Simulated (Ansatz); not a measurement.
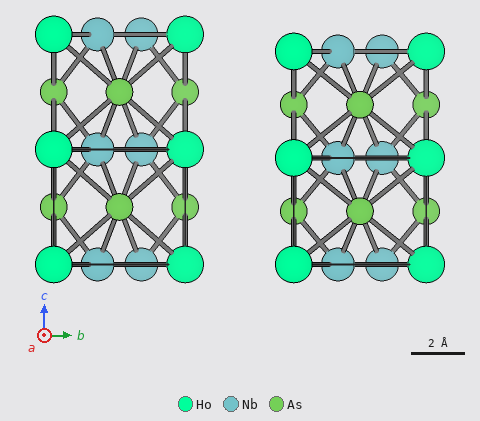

Two geometries of a crystal of HoNb$_{2}$As$_{3}$ (a generated structure, set up in P6/mmm) (coarse preliminary run), drawn at one scale. One is the start of a relaxation, the other its converged end. The picture is a ball-and-stick view of the cell of the calculation, repeated 1 × 1 × 2 with one cell outlined, seen along the a axis.

All numbers below come from DFT PBE, scalar-relativistic, plane waves, PAW; 4f electrons in the core of a trivalent norm-conserving potential in Ansatz 0.2.0. (plane-wave cutoff 690 eV; k-point mesh 3 × 3 × 4; occupations gaussian; smearing width 0.1 eV; no spin polarisation; cell and atoms relaxed; force threshold 0.04 eV/Å; at most 70 steps)

Q: Which one is relaxed?

A: The right one is the relaxed one. The atoms keep their places relative to the cell (all moves are under 0.005 Å). The drawn cell changes as follows: a = b 5.808 → 5.856 Å (+0.8 %), c 4.403 → 4.077 Å (−7.4 %); the volume changes by −5.9 %. Among the contacts that change: As–Nb 2.767 → 2.648 Å, As–Ho 3.644 → 3.568 Å, Ho–Nb 3.353 → 3.381 Å. The space group stays P6/mmm (No. 191). After 2 accepted moves (3 points after the start) the energy has fallen by 68.6 meV per atom. All forces vanish by symmetry, so only the cell relaxes. The pressure goes from −7.16 to 0.11 GPa. At 1 point the geometry stayed and the basis and grid were re-selected for the new cell (energy shift of less than 0.05 meV per atom at most each time).
